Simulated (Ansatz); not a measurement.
# AlBr+ (quartet): correlated methods under varied settings

Aim: run AlBr+ (quartet) at one geometry under a spread of methods and options, and see what each costs and gives.

Computed with Ansatz 0.2.0, Gaussian basis. Level: the settings change from run to run.

24 further runs of the same task are left out: 8 for a known fault of the program, 8 that didn't finish, 8 set aside as unsound or not needed.

### 1 The system

The geometry is a PBE0/def2-TZVP stationary point (not a proven minimum). No spin-orbit coupling is included. The filled d shell of Br may be among the frozen orbitals whatever the setting's name suggests; the logs give the count.

2 atoms, charge 1, spin multiplicity 4.

Atoms are counted from 1 here; the program's logs count them from 0.

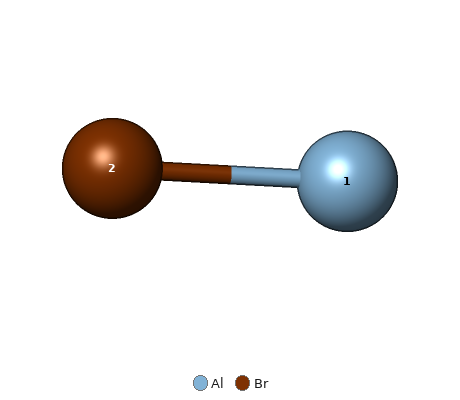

The geometry (aluminium light blue, bromine brown); atoms are numbered from 1 in the order of the file.

### 2 CCSD(T) on UHF/aug-cc-pVDZ

Input file in.yaml:

```yaml
crystal:
  periodic: [false, false, false]
  atoms:
    - {symbol: Al, position_ang: [0.000000, 0.000000, 0.000000]}
    - {symbol: Br, position_ang: [0.000000, 0.000000, 2.526700]}
basis:
  gaussian: {orbitals: aug-cc-pVDZ}
total_charge: 1
magnetization: {spin_polarized: true, initial_magnetization: 3}
correlation: {method: ccsd_t, electrons: outside_noble_gas}
scf: {lower_state_search: light}
```

On the command line:

```sh
ansatz run in.yaml --threads 1 --pin off --events-out ev --progress --plain --max-ram 2393MiB
```

What it wrote, shortened:

```text
Functional definition: HF
  name "HF"
  cite "Fock, Z. Phys. 61, 126 (1930) doi:10.1007/BF01340294"
  parent pbe
[...]
666 factors; integrals over basis functions are off by at most 7.4e-4 eV
[...]
mean field -76571.30331594 eV, -2813.9434949672 hartree, gradient 2.7e-6 eV, S^2 3.758822; 14 other end points of the search recorded, 0 dependent functions left out
determinant -76571.30331594 eV, -2813.9434949672 hartree, with singles and doubles -76574.78496237 eV, -2814.0714431137 hartree
determinant -76571.15724966 eV, -2813.9381271304 hartree, with singles and doubles -76574.63854920 eV, -2814.0660625289 hartree
determinant -76569.58515449 eV, -2813.8803536985 hartree, with singles and doubles -76573.01781202 eV, -2814.0065015361 hartree
determinant -76569.16479041 eV, -2813.8649056036 hartree, with singles and doubles -76572.85233914 eV, -2814.0004205198 hartree
determinant -76571.30331594 eV, -2813.9434949672 hartree, with singles and doubles -76574.81115006 eV, -2814.0724054935 hartree
determinant -76571.15724966 eV, -2813.9381271304 hartree, with singles and doubles -76574.66479610 eV, -2814.0670270846 hartree
19 core orbitals not correlated: weight in the atoms' cores, before any rotation towards them, 1.000 or more for the frozen orbitals, at most 0.000 for the correlated occupied ones
reference -76571.30331594 eV, -2813.9434949672 hartree; 6, 3 occupied and 38, 41 virtual orbitals, 666 factors
second order -2.96956646 eV of doubles, -0.00000000 eV of singles
cycle   1  -3.50783260 eV  change    1.5e-6 eV  update   3.4e-6
perturbative correction -0.08421012 eV, -0.0030946648 hartree
Total energy: -76574.89535865 eV, -2814.0755001022 hartree
```

Wall time 11 s (1 thread of Arm Neoverse V2, shared host).

From the report: ⟨S²⟩ of the determinant 3.759 (pure quartet: 3.75); correlation -3.5920 eV; T1 0.016; largest double amplitude 0.04.

### 3 CCSDT(Q)/B on ROHF/STO-3G

Input file in.yaml:

```yaml
crystal:
  periodic: [false, false, false]
  atoms:
    - {symbol: Al, position_ang: [0.000000, 0.000000, 0.000000]}
    - {symbol: Br, position_ang: [0.000000, 0.000000, 2.526700]}
basis:
  gaussian: {orbitals: STO-3G, fitting: {mean_field: def2-universal-jkfit}}
total_charge: 1
magnetization: {spin_polarized: false, initial_magnetization: 3}
correlation: {method: ccsdt_q_b, electrons: outside_noble_gas}
```

Launched as before.

What it wrote, shortened:

```text
Functional definition: HF
  name "HF"
  cite "Fock, Z. Phys. 61, 126 (1930) doi:10.1007/BF01340294"
  parent pbe
[...]
394 factors; integrals over basis functions are off by at most 1.8e-2 eV
[...]
mean field -75739.28530804 eV, -2783.3673971390 hartree, gradient 7.6e-7 eV, S^2 3.750000; 14 other end points of the search recorded, 0 dependent functions left out
[...]
determinant -75739.28530804 eV, -2783.3673971390 hartree, with singles and doubles -75739.43637476 eV, -2783.3729487385 hartree
determinant -75739.21790842 eV, -2783.3649202487 hartree, with singles and doubles -75739.36707178 eV, -2783.3704019010 hartree
determinant -75737.64334118 eV, -2783.3070559698 hartree, with singles and doubles -75737.72018678 eV, -2783.3098799937 hartree
determinant -75736.71963999 eV, -2783.2731105773 hartree, with singles and doubles -75736.84857954 eV, -2783.2778490184 hartree
determinant -75739.28530804 eV, -2783.3673971390 hartree, with singles and doubles -75739.45568473 eV, -2783.3736583670 hartree
determinant -75739.21790842 eV, -2783.3649202487 hartree, with singles and doubles -75739.37548751 eV, -2783.3707111736 hartree
19 core orbitals not correlated: weight in the atoms' cores, before any rotation towards them, 1.000 or more for the frozen orbitals, at most 0.000 for the correlated occupied ones
reference -75739.28530804 eV, -2783.3673971390 hartree; 6, 3 occupied and 2, 5 virtual orbitals, 394 factors
second order -0.09838977 eV of doubles, -0.00377233 eV of singles
cycle   1  -0.12511165 eV  change   -2.3e-2 eV  update   2.1e-2
[...]
cycle  29  -0.19008864 eV  change   -9.1e-8 eV  update   1.0e-7
perturbative correction -0.00062559 eV, -0.0000229899 hartree
WARN: these amplitudes may be one of several solutions (largest doubles amplitude 0.85, level shift 0.00 eV)
Total energy: -75739.47602227 eV, -2783.3744057575 hartree
```

It took 2.9 s on 1 thread of Arm Neoverse V2, shared host.

From the report: correlation -0.1907 eV; T1 0.009; largest double amplitude 0.85. The report flags that the cluster equations may have other roots.

### 4 NEVPT2(7,8)/def2-SVP

Input file in.yaml:

```yaml
crystal:
  periodic: [false, false, false]
  atoms:
    - {symbol: Al, position_ang: [0.000000, 0.000000, 0.000000]}
    - {symbol: Br, position_ang: [0.000000, 0.000000, 2.526700]}
basis:
  gaussian: {orbitals: def2-SVP}
total_charge: 1
magnetization: {spin_polarized: false, initial_magnetization: 3}
correlation: {method: sc_nevpt2, electrons: outside_noble_gas, active_space: {window: {electrons: 7, orbitals: 8}, states: [{multiplicity: 4, weights: [1, 0.5, 0.5, 1]}]}}
accuracy: high
```

Launched as before.

What it wrote, shortened:

```text
Functional definition: HF
  name "HF"
  cite "Fock, Z. Phys. 61, 126 (1930) doi:10.1007/BF01340294"
  parent pbe
[...]
778 factors; integrals over basis functions are off by at most 4.8e-9 eV
[...]
mean field -76561.10538043 eV, -2813.5687277498 hartree, gradient 1.6e-8 eV, S^2 3.750000; 11 other end points of the search recorded, 0 dependent functions left out
reference -76561.10538043 eV, -2813.5687277498 hartree; 25, 22 occupied and 25, 28 virtual orbitals, 778 factors
state -76561.80327424 eV, -2813.5943748741 hartree
state -76561.64608251 eV, -2813.5885981845 hartree
state -76561.53268075 eV, -2813.5844307467 hartree
state -76561.44035056 eV, -2813.5810376751 hartree
state -76561.80327424 eV, -2813.5943748741 hartree; corrected -76564.23586493 eV, -2813.6837709330 hartree
state -76561.64608251 eV, -2813.5885981845 hartree; corrected -76564.09786510 eV, -2813.6786995328 hartree
state -76561.53268075 eV, -2813.5844307467 hartree; corrected -76564.12743414 eV, -2813.6797861753 hartree
state -76561.44035056 eV, -2813.5810376751 hartree; corrected -76564.00495473 eV, -2813.6752851399 hartree
Total energy: -76564.11782309 eV, -2813.6794329756 hartree
```

It took 23 s on 1 thread of Arm Neoverse V2, shared host.

From the report: 790 determinants; active occupations (of the averaged states) 1.98, 1.50, 1.50, 1.00, 0.64, 0.36, 0.01, 0.01.

### 5 MRCISD+Q(relaxed)(3,8)/cc-pVDZ

Input file in.yaml:

```yaml
crystal:
  periodic: [false, false, false]
  atoms:
    - {symbol: Al, position_ang: [0.000000, 0.000000, 0.000000]}
    - {symbol: Br, position_ang: [0.000000, 0.000000, 2.526700]}
basis:
  gaussian: {orbitals: cc-pVDZ, fitting: {mean_field: def2-universal-jkfit}, point_charges: [{charge: -1.00, position_ang: [4.643, 0.432, 0.410]}]}
total_charge: 1
magnetization: {spin_polarized: false, initial_magnetization: 3}
correlation: {method: fic_mrcisd_q_relaxed, electrons: outside_noble_gas, active_space: {window: {electrons: 3, orbitals: 8}, states: [{multiplicity: 4, weights: [1, 0.5, 1, 0.5]}]}}
scf: {lower_state_search: off}
```

Same command.

What it wrote, shortened:

```text
Functional definition: HF
  name "HF"
  cite "Fock, Z. Phys. 61, 126 (1930) doi:10.1007/BF01340294"
  parent pbe
[...]
394 factors; integrals over basis functions are off by at most 5.1e-2 eV
[...]
mean field -76574.16614629 eV, -2814.0487020420 hartree, gradient 8.3e-6 eV, S^2 3.750000; 0 other end points of the search recorded, 0 dependent functions left out
reference -76574.16614629 eV, -2814.0487020420 hartree; 25, 22 occupied and 20, 23 virtual orbitals, 394 factors
state -76574.16659944 eV, -2814.0487186950 hartree
state -76573.98914368 eV, -2814.0421973162 hartree
state -76572.08422827 eV, -2813.9721929659 hartree
state -76568.33114808 eV, -2813.8342698129 hartree
contracted CI cycle   1: correlation 0.00000000 eV, 0.0000000000 hartree, residual 1.36e1 eV
contracted CI cycle   2: correlation -3.20334169 eV, -0.1177206360 hartree, residual 1.54e0 eV
[...]
contracted CI cycle  76: correlation -3.55851486 eV, -0.1307730092 hartree, residual 1.63e-3 eV
contracted CI cycle  77: correlation -3.55851488 eV, -0.1307730097 hartree, residual 2.23e-3 eV
contracted CI cycle  78: correlation -3.55851496 eV, -0.1307730127 hartree, residual 1.30e-3 eV
contracted CI cycle  79: correlation -3.55851499 eV, -0.1307730137 hartree, residual 9.71e-4 eV
contracted CI cycle  80: correlation -3.55851499 eV, -0.1307730137 hartree, residual 1.05e-3 eV
contracted CI cycle  81: correlation -3.55851499 eV, -0.1307730138 hartree, residual 1.65e-3 eV
contracted CI cycle  82: correlation -3.55851493 eV, -0.1307730115 hartree, residual 9.84e-4 eV
contracted CI cycle  83: correlation -3.55851493 eV, -0.1307730118 hartree, residual 3.36e-4 eV
state -76568.33114808 eV, -2813.8342698129 hartree; corrected -76572.38345937 eV, -2813.9831895061 hartree
Total energy: -76576.14604861 eV, -2814.1214621105 hartree
Checks for a lower state left out: stability, starts, cluster_reference, orbital_swaps, neighbouring_geometries, increment
```

Wall time 13 s (1 thread of Arm Neoverse V2, shared host); peak memory 0.27 GiB.

From the report: 56 determinants; active occupations (of the averaged states) 1.00, 0.83, 0.50, 0.33, 0.33, 0.00, 0.00, 0.00.

### 6 All runs side by side

 † marks a result that the program doubts.

| level | correlated | functions | energy (eV) | time |
| --- | --- | --- | --- | --- |
| CCSD(T) on UHF/aug-cc-pVDZ | outside noble gas | 63 | -76574.8954 | 11 s |
| CCSDT(Q)/B on ROHF/STO-3G † | outside noble gas | 27 | -75739.4760 | 2.9 s |
| NEVPT2(7,8)/def2-SVP (mean of several states) | outside noble gas | 50 | -76564.1178 | 23 s |
| MRCISD+Q(relaxed)(3,8)/cc-pVDZ (mean of several states, beside a point charge) | outside noble gas | 45 | -76576.1460 | 13 s |

### 7 Summary of results

```
quantity                                                value
    runs                                                    4
quickest                   CCSDT(Q)/B on ROHF/STO-3G †, 2.9 s
 slowest  NEVPT2(7,8)/def2-SVP (mean of several states), 23 s
```

What this shows: Total energies in different bases, with other cores or another treatment of relativity can't be set against each other. NEVPT2(7,8)/def2-SVP (mean of several states) took 8 times as long as CCSDT(Q)/B on ROHF/STO-3G †; the jobs differ in more than the method.
